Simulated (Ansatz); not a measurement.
**CH₄ClFMoO₃: density, localisation and related maps**

Input

```
crystal:
  periodic: [false, false, false]
  atoms:
    - {symbol: C, position_ang: [0.312096, -1.804231, -0.147358]}
    - {symbol: O, position_ang: [-0.511893, -0.804023, 0.377500]}
    - {symbol: Mo, position_ang: [-0.424967, 1.020416, 0.475552]}
    - {symbol: O, position_ang: [-1.956320, 1.394696, 0.972564]}
    - {symbol: O, position_ang: [-0.241495, 0.922422, -1.409807]}
    - {symbol: F, position_ang: [0.271917, 2.735335, 0.184747]}
    - {symbol: Cl, position_ang: [1.034670, 0.896988, 2.235407]}
    - {symbol: H, position_ang: [1.219169, -1.885181, 0.461343]}
    - {symbol: H, position_ang: [0.586497, -1.540264, -1.174205]}
    - {symbol: H, position_ang: [-0.228498, -2.751403, -0.134331]}
    - {symbol: H, position_ang: [0.004227, 1.758346, -1.820812]}
basis:
  gaussian: {orbitals: def2-TZVPP}
hamiltonian: {xc: pbe0, dispersion: d4}
output: {orbitals: {seedname: orbitals}}
```

Command:

```sh
ansatz run in.yaml --threads 4 --pin off --events-out ev --progress --plain --max-ram 11315MiB
```

Geometry: PBE0-D4/def2-TZVP; core potentials replace the inner electrons of Mo.

Level of theory: RKS PBE0-D4/def2-TZVPP in Ansatz 0.2.0.

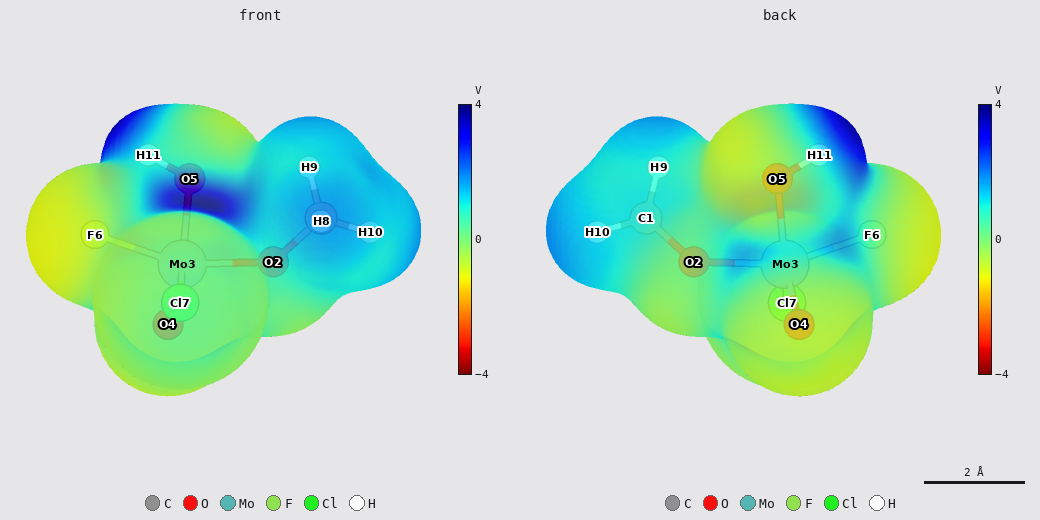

Figure 1. The electrostatic potential painted on the density surface at 0.004 e/bohr³, seen from the front and from behind; red is negative and blue positive.

> Describe the electrostatic potential map.

The most negative region (about −1.1 V) lies over F6, the most positive (about +3.6 V) over Mo3 and H11. Cl7 shows a σ-hole: about +0.3 V at the tip opposite its bond, against about −0.2 V on its flanks.

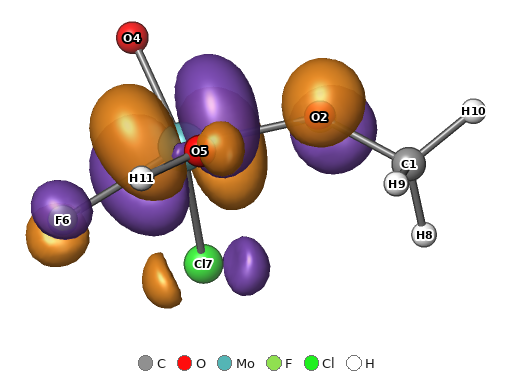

Figure 2. The LUMO at ±0.15 Å⁻³ᐟ² (orange and purple are the two phases), seen from one side.

> Describe this orbital and give its energy.

By Hirshfeld shares it lies mainly on Mo3 (about 65 %), O2 (about 15 %), Cl7 (about 5 %) and F6 (about 5 %). Its energy is −3.92 eV.

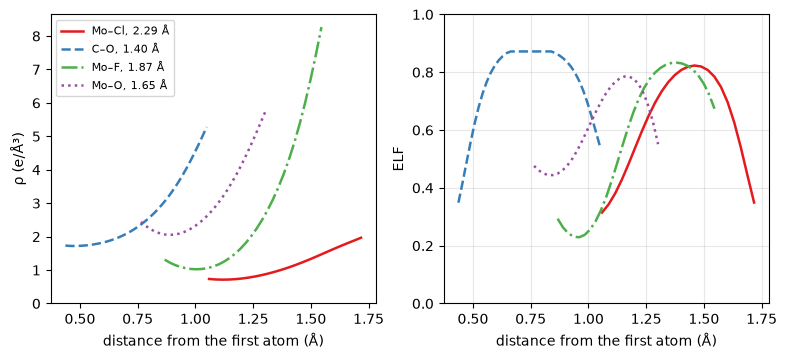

Figure 3. Electron density and electron localisation function along straight lines between neighbouring atoms. The curves leave out the atomic cores.

> What can be read from the curves?

Mo–Cl (2.29 Å): ρ is about 0.72 e/Å³ halfway; the ELF peaks at about 0.80 in the valence shell of Cl, 0.8 Å from its nucleus, and is about 0.45 at the midpoint.
C–O (1.40 Å): ρ at the midpoint is about 2.1 e/Å³, with its minimum of 1.7 e/Å³ about 0.5 Å from C; the ELF peaks at about 0.85 between the atoms (a shared but strongly polarised pair).
Mo–F (1.87 Å): ρ at the midpoint is about 1.1 e/Å³; the ELF peaks at about 0.85 in the valence shell of F, 0.5 Å from its nucleus, and drops to about 0.25 between the two atoms.
Mo–O (1.65 Å): ρ at the midpoint is about 2.1 e/Å³; the ELF peaks at about 0.80 in the valence shell of O, 0.5 Å from its nucleus, and drops to about 0.45 between the two atoms.
